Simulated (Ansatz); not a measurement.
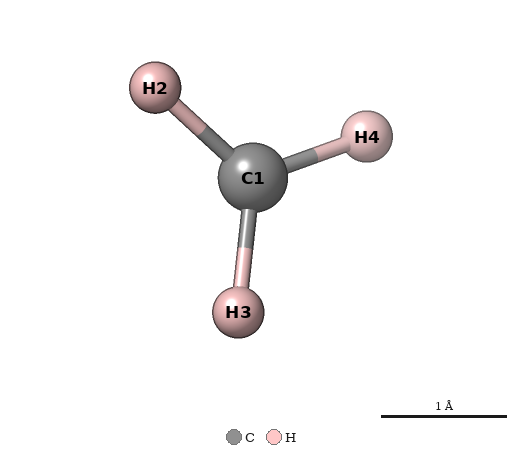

Figure made from data computed with Ansatz.

Orthographic view. Distant atoms are faded towards the background colour. Charge +1, singlet. Geometry: atoms displaced at random (about 0.015 Å) from a stationary point of GFN2-xTB.

Give the distance matrix in Å.

```
atom    C1    H2    H3    H4
  C1  0.00                  
  H2  1.11  0.00            
  H3  1.11  1.92  0.00      
  H4  1.10  1.93  1.90  0.00
```
